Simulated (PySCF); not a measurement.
## Electronic structure of Al3H2O6 (SMILES [O][Al]1[O][Al]([OH])[O][Al]([OH])[O]1) (doublet) in real space

```xyz
11

O     0.0423   -1.1300    1.4269
Al    0.9900    0.2920    1.2841
O     2.0871    0.8163    2.4559
O     0.7404    1.1584   -0.1606
Al   -0.3189    0.7447   -1.4278
O    -0.4574    1.6917   -2.8189
O    -1.2100   -0.6971   -1.1644
Al   -1.0583   -1.6502    0.2377
O    -1.9968   -3.1052    0.4456
H     2.2619    0.3539    3.2766
H    -1.0472    1.4965   -3.5480
```

Geometry: PBE0-D3(BJ)/def2-SVP.

All numbers below come from UKS B3LYP, IGLO-III on Al O, pcH-1 on H, non-relativistic, mean-field spin-orbit, GIAO in PySCF.

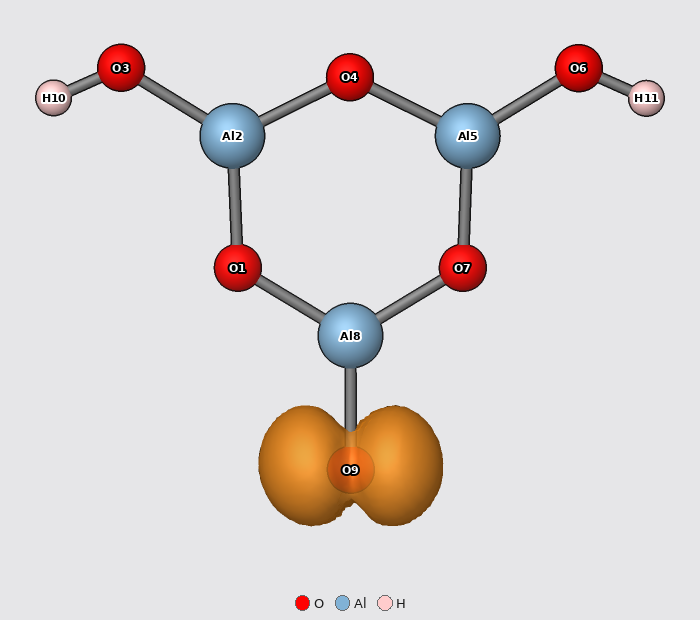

Figure 1. Isosurfaces of the spin density (α minus β) at +0.05 (orange) and −0.05 e/Å³ (purple), seen across its widest extent.

> Where is the unpaired spin?

The unpaired spin (1 electron) lies mostly on O9 (about 0.9), in electrons by Hirshfeld's partition. Only one sign reaches the isovalue.

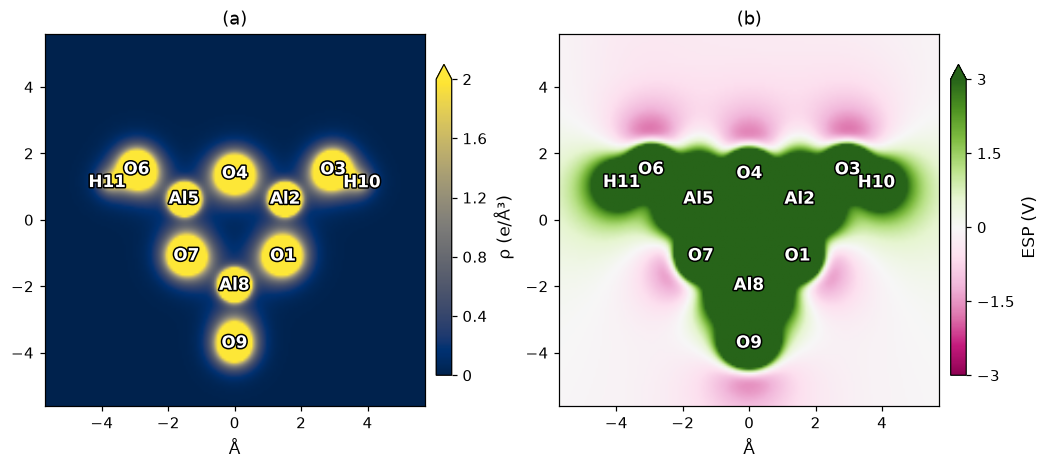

Figure 2. (a) electron density; (b) electrostatic potential on the molecular plane.

> Describe what can be read from this map.

Atoms in the plane: O, Al and H.
Al–O (1.69 Å): the density is about 0.9 e/Å³ at the midpoint.
O–H (0.96 Å): the density is about 3.8 e/Å³ at the midpoint.
Al–O (1.74 Å): ρ is about 0.86 e/Å³ halfway.
Outside the dense part of the molecule the potential is most negative (−1.8 V) near O3 and O6.

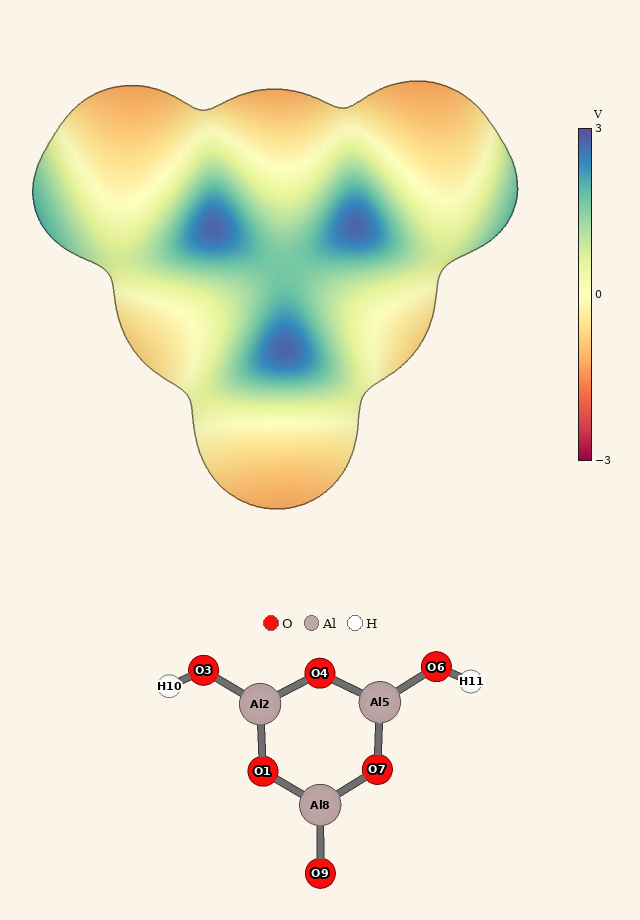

Figure 3. The molecular electrostatic potential painted on the density surface at 0.001 e/bohr³, seen across its widest extent; red is negative and blue positive. The bare structure is drawn below in the same view.

> Which sites attract a positive test charge, and which a negative one?

A positive charge is drawn to the negative regions and a negative charge to the positive ones. The most negative region (about −1.2 V, or −28 kcal/mol for a unit charge) lies over O3, O6 and O9, the most positive (about +2.7 V, or +62 kcal/mol for a unit charge) over Al2, Al5 and Al8.
